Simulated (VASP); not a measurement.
Band structure of Pb (fcc). Method: PBE GGA with D3 dispersion (Becke-Johnson damping), VASP's PBE PAW potentials (set 64) (plane waves; VASP).

Unless said otherwise, spin-orbit coupling is left out, though it shifts the bands of the heavy elements here.

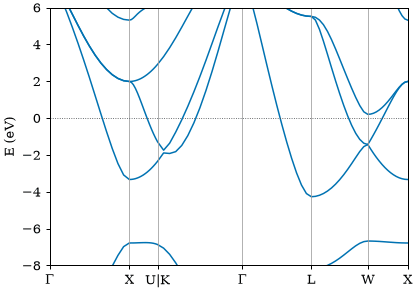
Figure: Bands along high-symmetry lines, zero at the valence-band maximum or, without a gap, the Fermi level

Read the plot: is there a gap, and where are the band edges?

It has no gap at this level: it comes out as a metal or semimetal. (Edges off the drawn lines would not show.)

The compound is Pb in the fcc structure. The cell was not relaxed at this level.
